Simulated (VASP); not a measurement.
Band structure of ZrB2 (AlB2 type). Computed with LDA (Ceperley-Alder, Perdew-Zunger), VASP's LDA PAW potentials (set 64) (plane waves; VASP).

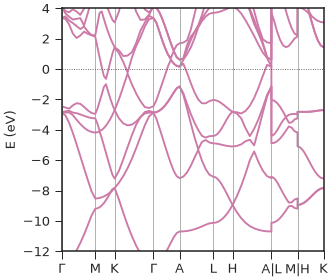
*Bands along high-symmetry lines, zero at the valence-band maximum or, without a gap, the Fermi level*

Question: Read the plot: is there a gap, and where are the band edges?

Answer: It has no gap at this level: it comes out as a metal or semimetal. (Edges off the drawn lines would not show.)

The compound is ZrB2 in the AlB2 type structure. It was relaxed first.
